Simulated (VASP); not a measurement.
Band structure of Zr (hcp). Method: PBE GGA with D3 dispersion (Becke-Johnson damping), VASP's PBE PAW potentials (set 64) (plane waves; VASP).

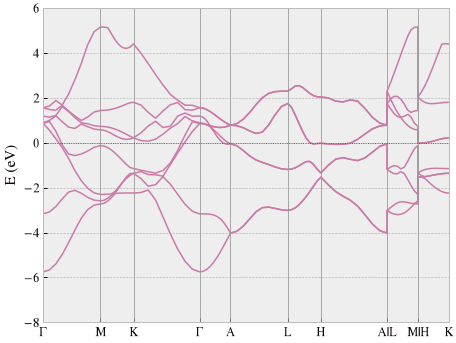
Figure. Bands along high-symmetry lines, zero at the valence-band maximum or, without a gap, the Fermi level

Read the plot: is there a gap, and where are the band edges?

It has no gap at this level: it comes out as a metal or semimetal. (Edges off the drawn lines would not show.)

The compound is Zr in the hcp structure. It was relaxed first.
